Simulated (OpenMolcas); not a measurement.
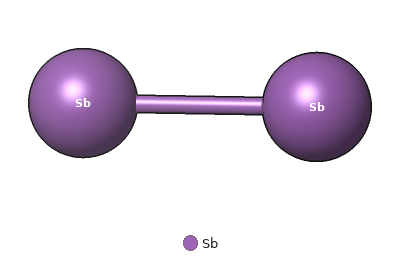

The molecule at the reference distance of 2.482 Å.

## Sb₂: relativistic diatomic calculation (part 1 of 2)

- system: Sb₂.
- method: SA-CASSCF(6,6)/XMS-CASPT2 + RASSI spin-orbit (X2C scalar, AMFI), ANO-RCC-VDZP (OpenMolcas)

Key numbers:

```tsv
quantity	value
outcome	converged; components of a degenerate state are split by 48 cm⁻¹
lowest spin-free state	¹Σ
lowest spin-orbit level	Ω = 0, −12956.70507 hartree
next level	Ω = 1, 13,360 cm⁻¹
hardware	1 thread of Arm Neoverse V1, 24 GiB of memory available, shared host
wall time	45 s
peak memory	0.33 GiB
```

Notes:

Caveats: the two components of ¹Δ at 3.55 eV, degenerate in CASSCF as they must be, are split by 48 cm⁻¹ in XMS-CASPT2, an artefact that passes into its spin-orbit levels; 5 of the 57 spin-orbit states have no clean Ω, so their splittings aren't to be trusted.

Input file:
```
&GATEWAY
Coord
2
angstrom
Sb 0.0 0.0 0.0
Sb 0.0 0.0 2.4820
Basis=ANO-RCC-VDZP
Group=XY
RX2C
AMFI
ANGMom
0.0 0.0 0.0
RICD
&SEWARD
&GUESSORB
&RASSCF
FileOrb=$CurrDir/o11.orb
Symmetry=1
Spin=1
nActEl=6 0 0
Inactive=28 20
RAS2=2 4
CIRoot=7 7 1
Linear
Iterations=120 100
OrbListing=Nothing
PRWF=0.15
>>COPY $Project.RasOrb $CurrDir/o11.orb
>>COPY $Project.rasscf.h5 $CurrDir/r11.h5
&CASPT2
XMultistate=all
Imaginary=0.2
IPEA=0.25
MaxIter=40
>>COPY $Project.JobMix JOB001
&RASSCF
FileOrb=$CurrDir/o31.orb
Symmetry=1
Spin=3
nActEl=6 0 0
Inactive=28 20
RAS2=2 4
CIRoot=7 7 1
Linear
Iterations=120 100
OrbListing=Nothing
PRWF=0.15
>>COPY $Project.RasOrb $CurrDir/o31.orb
>>COPY $Project.rasscf.h5 $CurrDir/r31.h5
&CASPT2
XMultistate=all
Imaginary=0.2
IPEA=0.25
MaxIter=40
>>COPY $Project.JobMix JOB002
&RASSCF
FileOrb=$CurrDir/o51.orb
Symmetry=1
Spin=5
nActEl=6 0 0
Inactive=28 20
RAS2=2 4
CIRoot=1 1 1
Linear
Iterations=120 100
OrbListing=Nothing
PRWF=0.15
>>COPY $Project.RasOrb $CurrDir/o51.orb
>>COPY $Project.rasscf.h5 $CurrDir/r51.h5
&CASPT2
XMultistate=all
Imaginary=0.2
IPEA=0.25
MaxIter=40
>>COPY $Project.JobMix JOB003
&RASSCF
FileOrb=$CurrDir/o32.orb
Symmetry=2
Spin=3
nActEl=6 0 0
Inactive=28 20
RAS2=2 4
CIRoot=4 4 1
Linear
Iterations=120 100
OrbListing=Nothing
PRWF=0.15
>>COPY $Project.RasOrb $CurrDir/o32.orb
>>COPY $Project.rasscf.h5 $CurrDir/r32.h5
&CASPT2
XMultistate=all
Imaginary=0.2
IPEA=0.25
MaxIter=40
>>COPY $Project.JobMix JOB004
&RASSCF
FileOrb=$CurrDir/o12.orb
Symmetry=2
Spin=1
nActEl=6 0 0
Inactive=28 20
RAS2=2 4
CIRoot=2 2 1
Linear
Iterations=120 100
OrbListing=Nothing
PRWF=0.15
>>COPY $Project.RasOrb $CurrDir/o12.orb
>>COPY $Project.rasscf.h5 $CurrDir/r12.h5
&CASPT2
XMultistate=all
Imaginary=0.2
IPEA=0.25
MaxIter=40
>>COPY $Project.JobMix JOB005
&RASSCF
FileOrb=$CurrDir/o52.orb
Symmetry=2
Spin=5
nActEl=6 0 0
Inactive=28 20
RAS2=2 4
CIRoot=2 2 1
Linear
Iterations=120 100
OrbListing=Nothing
PRWF=0.15
>>COPY $Project.RasOrb $CurrDir/o52.orb
>>COPY $Project.rasscf.h5 $CurrDir/r52.h5
&CASPT2
XMultistate=all
Imaginary=0.2
IPEA=0.25
MaxIter=40
>>COPY $Project.JobMix JOB006
&RASSI
Nr of JobIphs=6 7 7 1 4 2 2
1 2 3 4 5 6 7
1 2 3 4 5 6 7
1
1 2 3 4
1 2
1 2
SpinOrbit
EJob
Omega
MEES
MESO
Properties=4
'AngMom' 3 'Mltpl  1' 1 'Mltpl  1' 2 'Mltpl  1' 3
Thrs=1.0d-4
>>COPY $Project.rassi.h5 $CurrDir/so.h5
```

The first orbital files come from an earlier step.

Run as:
```bash
pymolcas m.inp (one call a module block, same work directory)
```

The program's output (extracts):
```
++    Wave function specifications:
      Number of closed shell electrons          96
      Number of electrons in active shells       6
      Number of inactive orbitals               48
      Number of active orbitals                  6
      Number of secondary orbitals              32
      Spin quantum number                      0.0
      State symmetry                             1
++    Orbital specifications:
      Symmetry species                           1   2
                                                 a   b
      Frozen orbitals                            0   0
      Inactive orbitals                         28  20
      Active orbitals                            2   4
      RAS2 orbitals                              2   4
      Secondary orbitals                        16  16
      Number of basis functions                 46  40
      printout of CI-coefficients larger than  0.15 for root  1
      energy=  -12955.912802
      conf/sym  11 2222     Coeff  Weight
            81  02 0022  -0.91897 0.84451
      printout of CI-coefficients larger than  0.15 for root  2
      energy=  -12955.800934
      conf/sym  11 2222     Coeff  Weight
            53  02 u02d   0.50231 0.25231
            55  02 u0d2  -0.47243 0.22319
            78  02 0u2d   0.47243 0.22319
            80  02 0ud2   0.50231 0.25231
      printout of CI-coefficients larger than  0.15 for root  3
      energy=  -12955.784371
      conf/sym  11 2222     Coeff  Weight
            53  02 u02d   0.59746 0.35696
            55  02 u0d2  -0.35168 0.12368
            78  02 0u2d  -0.35168 0.12368
            80  02 0ud2  -0.59746 0.35696
      printout of CI-coefficients larger than  0.15 for root  4
      energy=  -12955.784371
      conf/sym  11 2222     Coeff  Weight
            53  02 u02d   0.35168 0.12368
            55  02 u0d2   0.59746 0.35696
            78  02 0u2d   0.59746 0.35696
            80  02 0ud2  -0.35168 0.12368
      printout of CI-coefficients larger than  0.15 for root  5
      energy=  -12955.754328
      conf/sym  11 2222     Coeff  Weight
            27  02 20ud  -0.33893 0.11487
            49  02 ud20   0.33893 0.11487
            52  02 uudd   0.64988 0.42234
            54  02 ud02  -0.33893 0.11487
            77  02 02ud   0.33893 0.11487
            81  02 0022  -0.20546 0.04222
      printout of CI-coefficients larger than  0.15 for root  6
      energy=  -12955.715602
      conf/sym  11 2222     Coeff  Weight
            27  02 20ud  -0.48200 0.23232
            49  02 ud20  -0.48200 0.23232
            51  02 udud   0.17357 0.03013
            54  02 ud02   0.48200 0.23232
            77  02 02ud   0.48200 0.23232
      printout of CI-coefficients larger than  0.15 for root  7
      energy=  -12955.715602
      conf/sym  11 2222     Coeff  Weight
            25  02 2020  -0.34082 0.11616
            28  02 2002   0.34082 0.11616
            51  02 udud   0.68165 0.46465
            76  02 0220   0.34082 0.11616
            79  02 0202  -0.34082 0.11616
      Natural orbitals and occupation numbers for root  1
      sym 1:   0.039093   1.959512
      sym 2:   0.148059   0.148059   1.852638   1.852638
      Natural orbitals and occupation numbers for root  2
      sym 1:   0.036487   1.961463
      sym 2:   0.531754   0.531754   1.469271   1.469271
      Natural orbitals and occupation numbers for root  3
      sym 1:   0.039543   1.959654
      sym 2:   0.519618   0.519618   1.480783   1.480783
      Natural orbitals and occupation numbers for root  4
      sym 1:   0.039543   1.959654
      sym 2:   0.519618   0.519618   1.480783   1.480783
      Natural orbitals and occupation numbers for root  5
      sym 1:   0.036041   1.961279
      sym 2:   0.958803   0.958803   1.042537   1.042537
      Natural orbitals and occupation numbers for root  6
      sym 1:   0.020902   1.979098
      sym 2:   1.000000   1.000000   1.000000   1.000000
      Natural orbitals and occupation numbers for root  7
      sym 1:   0.020902   1.979098
      sym 2:   1.000000   1.000000   1.000000   1.000000
      RASSCF energy for state  7                 -12955.71560202
::    RASSCF root number  1 Total energy: -12955.91280196
::    RASSCF root number  2 Total energy: -12955.80093411
::    RASSCF root number  3 Total energy: -12955.78437100
::    RASSCF root number  4 Total energy: -12955.78437100
::    RASSCF root number  5 Total energy: -12955.75432814
::    RASSCF root number  6 Total energy: -12955.71560202
::    RASSCF root number  7 Total energy: -12955.71560202
      Von Neumann Entropy (Root   1) =  0.90051
++    Wave function specifications:
      Number of closed shell electrons          24
      Number of electrons in active shells       6
      Number of inactive orbitals               12
      Number of active orbitals                  6
      Number of secondary orbitals              32
      Spin quantum number                      0.0
      State symmetry                             1
      Number of CSFs                            95
      Number of CASSCF root(s) available         7
      CASPT2 state passed to geometry opt.       7
      A file JOBMIX will be created
      This is a MULTI-STATE CASSCF reference
      Number of CI roots used                    7
      These are:                                 1   2   3   4   5   6   7
      Off-diagonal elements of Heff are computed
  FINAL CASPT2 RESULT:
      Reference energy:      -12955.9128019555
      E2 (Non-variational):      -0.7880330293
      Shift correction:          -0.0026364790
      E2 (Variational):          -0.7906695083
      Total energy:          -12956.7034714638
      Reference weight:           0.84857
  FINAL CASPT2 RESULT:
      Reference energy:      -12955.8009341104
      E2 (Non-variational):      -0.7827148733
      Shift correction:          -0.0023827849
      E2 (Variational):          -0.7850976582
      Total energy:          -12956.5860317686
      Reference weight:           0.85312
  FINAL CASPT2 RESULT:
      Reference energy:      -12955.7843710008
      E2 (Non-variational):      -0.7859051913
      Shift correction:          -0.0025135675
      E2 (Variational):          -0.7884187589
      Total energy:          -12956.5727897596
      Reference weight:           0.85078
  FINAL CASPT2 RESULT:
      Reference energy:      -12955.7843710008
      E2 (Non-variational):      -0.7856847307
      Shift correction:          -0.0025160730
      E2 (Variational):          -0.7882008037
      Total energy:          -12956.5725718044
      Reference weight:           0.85089
  FINAL CASPT2 RESULT:
      Reference energy:      -12955.7543281373
      E2 (Non-variational):      -0.7809463588
      Shift correction:          -0.0024201142
      E2 (Variational):          -0.7833664730
      Total energy:          -12956.5376946103
      Reference weight:           0.85367
  FINAL CASPT2 RESULT:
      Reference energy:      -12955.7156020224
      E2 (Non-variational):      -0.7806622347
      Shift correction:          -0.0022216221
      E2 (Variational):          -0.7828838569
      Total energy:          -12956.4984858793
      Reference weight:           0.85541
  FINAL CASPT2 RESULT:
      Reference energy:      -12955.7156020224
      E2 (Non-variational):      -0.7806622347
      Shift correction:          -0.0022216221
      E2 (Variational):          -0.7828838569
      Total energy:          -12956.4984858793
      Reference weight:           0.85541
       Total XMS-CASPT2 energies:
::    XMS-CASPT2 Root  1     Total energy: -12956.70319521
::    XMS-CASPT2 Root  2     Total energy: -12956.58603177
::    XMS-CASPT2 Root  3     Total energy: -12956.57279078
::    XMS-CASPT2 Root  4     Total energy: -12956.57257079
::    XMS-CASPT2 Root  5     Total energy: -12956.53797097
::    XMS-CASPT2 Root  6     Total energy: -12956.49848588
::    XMS-CASPT2 Root  7     Total energy: -12956.49848577
++    Wave function specifications:
      Number of closed shell electrons          96
      Number of electrons in active shells       6
      Number of inactive orbitals               48
      Number of active orbitals                  6
      Number of secondary orbitals              32
      Spin quantum number                      1.0
      State symmetry                             1
      printout of CI-coefficients larger than  0.15 for root  1
      energy=  -12955.859641
      conf/sym  11 2222     Coeff  Weight
            14  02 2u0u   0.18940 0.03587
            43  02 u2u0  -0.18940 0.03587
            51  02 u0u2  -0.67010 0.44903
            68  02 0u2u   0.67010 0.44903
      printout of CI-coefficients larger than  0.15 for root  2
      energy=  -12955.828112
      conf/sym  11 2222     Coeff  Weight
            48  02 u02u   0.68102 0.46378
            69  02 0uu2  -0.68102 0.46378
      printout of CI-coefficients larger than  0.15 for root  3
      energy=  -12955.828112
      conf/sym  11 2222     Coeff  Weight
            51  02 u0u2   0.68102 0.46378
            68  02 0u2u   0.68102 0.46378
      printout of CI-coefficients larger than  0.15 for root  4
      energy=  -12955.800654
      conf/sym  11 2222     Coeff  Weight
            48  02 u02u  -0.68883 0.47449
            69  02 0uu2  -0.68883 0.47449
      printout of CI-coefficients larger than  0.15 for root  5
      energy=  -12955.758682
      conf/sym  11 2222     Coeff  Weight
            15  02 20uu  -0.46945 0.22038
            44  02 uu20  -0.46584 0.21701
            46  02 uduu  -0.23284 0.05422
            49  02 uuud  -0.19007 0.03613
            50  02 uu02   0.46584 0.21701
            67  02 02uu   0.46945 0.22038
      printout of CI-coefficients larger than  0.15 for root  6
      energy=  -12955.758682
      conf/sym  11 2222     Coeff  Weight
            15  02 20uu   0.16464 0.02711
            44  02 uu20   0.16461 0.02710
            46  02 uduu  -0.66390 0.44076
            47  02 uudu  -0.38036 0.14467
            49  02 uuud  -0.53791 0.28935
            50  02 uu02  -0.16461 0.02710
            67  02 02uu  -0.16464 0.02711
      printout of CI-coefficients larger than  0.15 for root  7
      energy=  -12955.719630
      conf/sym  11 2222     Coeff  Weight
            15  02 20uu  -0.48429 0.23453
            44  02 uu20  -0.50103 0.25103
            50  02 uu02  -0.50103 0.25103
            67  02 02uu  -0.48429 0.23453
      Natural orbitals and occupation numbers for root  1
      sym 1:   0.038430   1.961168
      sym 2:   0.579347   0.579347   1.420854   1.420854
      Natural orbitals and occupation numbers for root  2
      sym 1:   0.033337   1.965855
      sym 2:   0.553905   0.553905   1.446499   1.446499
      Natural orbitals and occupation numbers for root  3
      sym 1:   0.033337   1.965855
      sym 2:   0.553905   0.553905   1.446499   1.446499
      Natural orbitals and occupation numbers for root  4
      sym 1:   0.035725   1.963414
      sym 2:   0.534124   0.534124   1.466306   1.466306
      Natural orbitals and occupation numbers for root  5
      sym 1:   0.027200   1.972800
      sym 2:   0.997670   0.997670   1.002330   1.002330
      Natural orbitals and occupation numbers for root  6
      sym 1:   0.027200   1.972800
      sym 2:   0.997670   0.997670   1.002330   1.002330
      Natural orbitals and occupation numbers for root  7
      sym 1:   0.027080   1.950111
      sym 2:   0.997175   0.997175   1.014230   1.014230
      RASSCF energy for state  7                 -12955.71962955
::    RASSCF root number  1 Total energy: -12955.85964092
::    RASSCF root number  2 Total energy: -12955.82811204
::    RASSCF root number  3 Total energy: -12955.82811204
::    RASSCF root number  4 Total energy: -12955.80065384
::    RASSCF root number  5 Total energy: -12955.75868166
::    RASSCF root number  6 Total energy: -12955.75868166
::    RASSCF root number  7 Total energy: -12955.71962955
      Von Neumann Entropy (Root   1) =  1.87370
++    Wave function specifications:
      Number of closed shell electrons          24
      Number of electrons in active shells       6
      Number of inactive orbitals               12
      Number of active orbitals                  6
      Number of secondary orbitals              32
      Spin quantum number                      1.0
      State symmetry                             1
      Number of CSFs                            93
      Number of CASSCF root(s) available         7
      CASPT2 state passed to geometry opt.       7
      A file JOBMIX will be created
      This is a MULTI-STATE CASSCF reference
      Number of CI roots used                    7
      These are:                                 1   2   3   4   5   6   7
      Off-diagonal elements of Heff are computed
  FINAL CASPT2 RESULT:
      Reference energy:      -12955.8596409177
      E2 (Non-variational):      -0.7787216542
      Shift correction:          -0.0022673500
      E2 (Variational):          -0.7809890042
      Total energy:          -12956.6406299219
      Reference weight:           0.85545
  FINAL CASPT2 RESULT:
      Reference energy:      -12955.8281120366
      E2 (Non-variational):      -0.7807625783
      Shift correction:          -0.0023073331
      E2 (Variational):          -0.7830699114
      Total energy:          -12956.6111819480
      Reference weight:           0.85442
  FINAL CASPT2 RESULT:
      Reference energy:      -12955.8281120365
      E2 (Non-variational):      -0.7807251302
      Shift correction:          -0.0023054727
      E2 (Variational):          -0.7830306028
      Total energy:          -12956.6111426394
      Reference weight:           0.85446
  FINAL CASPT2 RESULT:
      Reference energy:      -12955.8006538415
      E2 (Non-variational):      -0.7846243578
      Shift correction:          -0.0025132459
      E2 (Variational):          -0.7871376037
      Total energy:          -12956.5877914452
      Reference weight:           0.85131
  FINAL CASPT2 RESULT:
      Reference energy:      -12955.7586816585
      E2 (Non-variational):      -0.7793638377
      Shift correction:          -0.0022393671
      E2 (Variational):          -0.7816032048
      Total energy:          -12956.5402848634
      Reference weight:           0.85557
  FINAL CASPT2 RESULT:
      Reference energy:      -12955.7586816585
      E2 (Non-variational):      -0.7791922915
      Shift correction:          -0.0022287816
      E2 (Variational):          -0.7814210730
      Total energy:          -12956.5401027316
      Reference weight:           0.85575
  FINAL CASPT2 RESULT:
      Reference energy:      -12955.7196295523
      E2 (Non-variational):      -0.7827947804
      Shift correction:          -0.0024297342
      E2 (Variational):          -0.7852245146
      Total energy:          -12956.5048540669
      Reference weight:           0.85279
       Total XMS-CASPT2 energies:
::    XMS-CASPT2 Root  1     Total energy: -12956.64062992
::    XMS-CASPT2 Root  2     Total energy: -12956.61118793
::    XMS-CASPT2 Root  3     Total energy: -12956.61113666
::    XMS-CASPT2 Root  4     Total energy: -12956.58779144
::    XMS-CASPT2 Root  5     Total energy: -12956.54028758
::    XMS-CASPT2 Root  6     Total energy: -12956.54010001
::    XMS-CASPT2 Root  7     Total energy: -12956.50485407
++    Wave function specifications:
      Number of closed shell electrons          96
      Number of electrons in active shells       6
      Number of inactive orbitals               48
      Number of active orbitals                  6
      Number of secondary orbitals              32
      Spin quantum number                      2.0
      State symmetry                             1
      printout of CI-coefficients larger than  0.15 for root  1
      energy=  -12955.801155
      conf/sym  11 2222     Coeff  Weight
             6  02 uuuu  -0.98986 0.97982
      Natural orbitals and occupation numbers for root  1
      sym 1:   0.030141   1.969859
   SPIN-FREE ENERGIES:
  (Shifted by EMIN (a.u.) =     -12956.7031952101)
 SF State       Relative EMIN(au)   Rel lowest level(eV)    D:o, cm**(-1)      Abs_M
     1             0.0000000000        0.0000000000              0.0000         0.0
     8             0.0625652863        1.7024881707          13731.4931         0.0
     9             0.0920072786        2.5036455960          20193.2636         2.0
    10             0.0920585543        2.5050408784          20204.5173         2.0
    16             0.1064368788        2.8962950204          23360.1947         1.0
    17             0.1064368788        2.8962950204          23360.1947         1.0
    11             0.1154037670        3.1402964768          25328.1992         0.0
     2             0.1171634415        3.1881796614          25714.4031         0.0
    15             0.1243092258        3.3826263580          27282.7215         0.0
     3             0.1304044349        3.5484854452          28620.4653         2.0
     4             0.1306244213        3.5544715817          28668.7467         2.0
    20             0.1333868151        3.6296401453          29275.0221         1.0
    21             0.1333868157        3.6296401629          29275.0222         1.0
    22             0.1526820409        4.1546899887          33509.8346         1.0
    23             0.1526820555        4.1546903859          33509.8379         1.0
    12             0.1629076257        4.4329423251          35754.0911         2.0
    13             0.1630951996        4.4380464720          35795.2588         2.0
     5             0.1652242395        4.4959805987          36262.5291         0.0
    19             0.1855150689        5.0481221949          40715.8514         1.0
    18             0.1855150689        5.0481221949          40715.8514         1.0
    14             0.1983411432        5.3971374569          43530.8493         0.0
     6             0.2047093315        5.5704246885          44928.5051         4.0
     7             0.2047094368        5.5704275532          44928.5282         4.0
```

(Continued in part 2.)
